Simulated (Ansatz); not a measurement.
```xyz
10

Al    0.4863    0.0624   -0.1450
C     0.9297   -0.0202    1.7671
H     0.0548   -0.1305    2.4169
H     1.6067   -0.8595    1.9770
H     1.4657    0.8845    2.0856
H     1.6901    0.1888   -1.1983
C    -1.3700   -0.0158   -0.7865
H    -1.8440   -0.9667   -0.5076
H    -1.9861    0.7727   -0.3341
H    -1.4490    0.0843   -1.8747
```

All numbers below come from RKS PBE0/6-31G* (Ansatz 0.2.0).

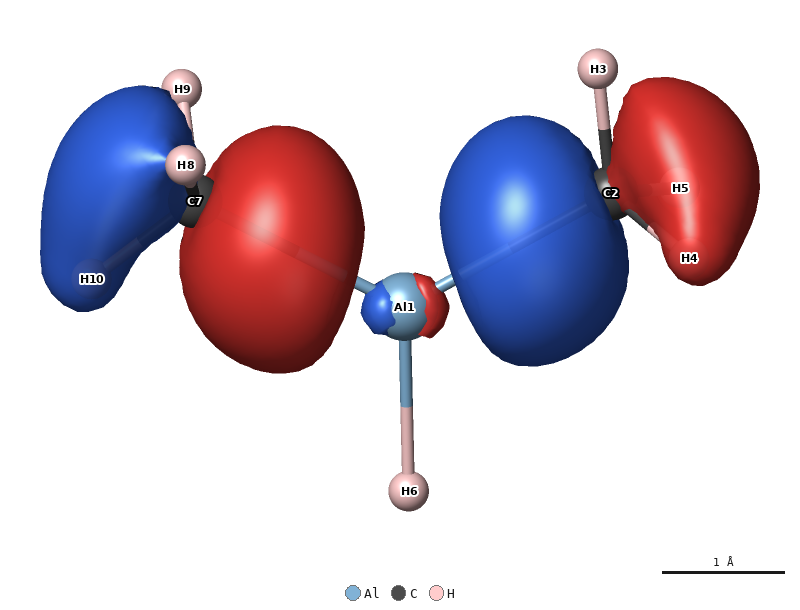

C₂H₇Al. The HOMO at ±0.15 Å⁻³ᐟ² (red and blue are the two phases), seen at a tilt.

**What is the character of this orbital?**

Its weight (Hirshfeld) is mainly on C2 (about 30 %), C7 (about 30 %) and Al1 (about 20 %). Its energy is −7.58 eV.
